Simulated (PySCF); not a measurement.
```xyz
18

C    -1.3877    1.1991    1.2318
C    -1.3527    0.1475    0.4233
C    -2.5288   -0.2239   -0.4286
Si    0.1745   -0.9404    0.2172
C     1.8204   -0.2233    0.8990
Si    2.5360    0.3498   -0.7857
C     0.9952   -0.5988   -1.5317
O     0.6794   -0.8957   -2.6566
H    -2.2620    1.8275    1.3168
H    -0.5486    1.4767    1.8468
H    -2.2280   -0.2791   -1.4738
H    -3.3353    0.5000   -0.3297
H    -2.9033   -1.2065   -0.1445
H    -0.1306   -2.3364    0.5479
H     1.7082    0.5667    1.6363
H     2.4313   -0.9854    1.3781
H     3.8531   -0.1647   -1.1512
H     2.4701    1.7933   -1.0073
```

Geometry: GFN2-xTB.

The calculation used PBE0/pcSseg-1, SCF density, gas phase, non-relativistic in PySCF.

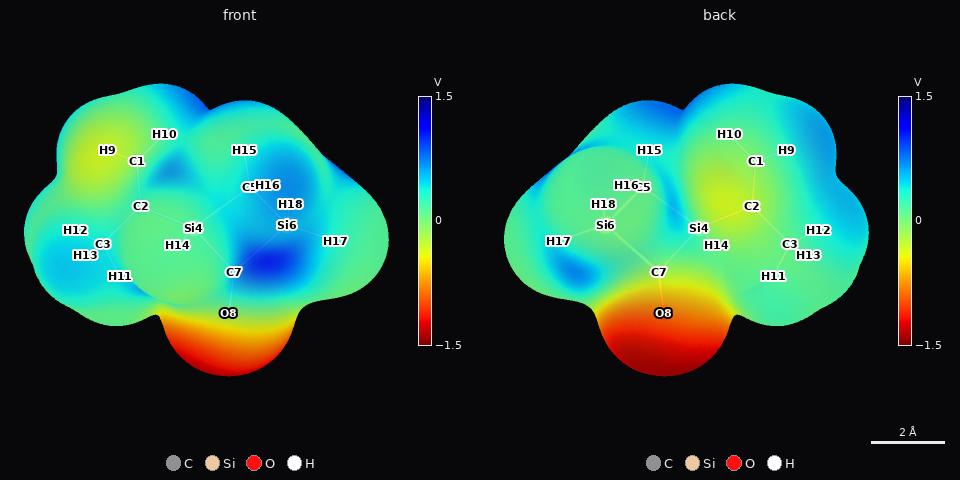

C₅H₁₀OSi₂. The molecular electrostatic potential painted on the density surface at 0.001 e/bohr³, seen from the front and from behind; the colour scale runs from red (negative) to blue (positive).

Describe the electrostatic potential map.

The most negative region (about −1.4 V) lies over O8, the most positive (about +1.0 V) over Si4, Si6 and C7. O8 is the likeliest acceptor of a hydrogen bond.
